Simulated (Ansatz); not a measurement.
# Abstraction of Cl: C2H5ClSi2 + GeH(GeH3)Cl → C2H5Si2 + GeH(GeH3)Cl2

Gas-phase species: C2H5ClSi2 `[SiH3]C#C[SiH2]Cl`, singlet; GeH(GeH3)Cl, doublet; C2H5Si2 `[SiH2]C#C[SiH3]`, doublet; GeH(GeH3)Cl2, singlet. A radical takes Cl: the energy is the difference in strength between the Si–Cl bond broken and the Ge–Cl bond made.

Shapes, held fixed at every level: PBE0-D4/def2-TZVP. Programs: Ansatz 0.2.0. Electronic energies: no zero-point or thermal term.

```
                level                    kind  ΔE (kJ/mol)  CPU time (sum over the molecules)
        HF/def2-TZVPP            Hartree–Fock        +52.7                                  –
     SPW92/def2-TZVPP                     LDA        +48.6                               21 s
 r2SCAN-D4/def2-TZVPP                meta-GGA        +48.6                               85 s
  BHLYP-D4/def2-TZVPP           global hybrid        +56.1                               72 s
r2SCAN0-D4/def2-TZVPP           global hybrid        +50.8                            1.8 min
   wB97M-V/def2-TZVPP  range-separated hybrid        +64.4                            3.3 min
   wB97X-V/def2-TZVPP  range-separated hybrid        +56.0                            2.5 min
    B2PLYP/def2-TZVPP           double hybrid        +57.3                               98 s
```

B2PLYP/def2-TZVPP gives ΔE = +57.3 kJ/mol; the levels span +48.6 to +64.4. The median of the levels is +54.3. No measured value is set beside it here. Spin contamination: C2H5Si2 (⟨S²⟩ up to 0.88). Open shells run unrestricted. Relativity is left out for Ge. Outer-core shells of Ge are correlated, in sets that cover them unevenly. Times are processor times on shared x86 and Arm servers, and rough.

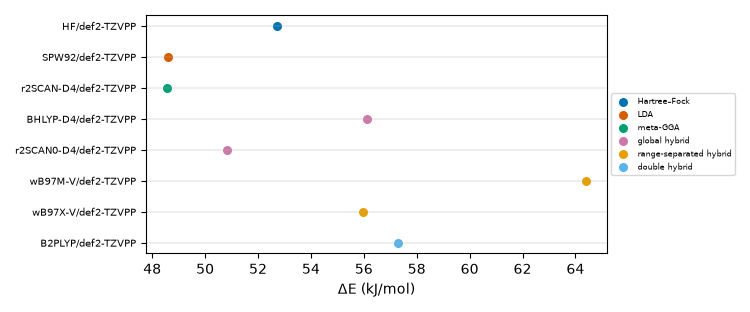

The values of the table, level by level.
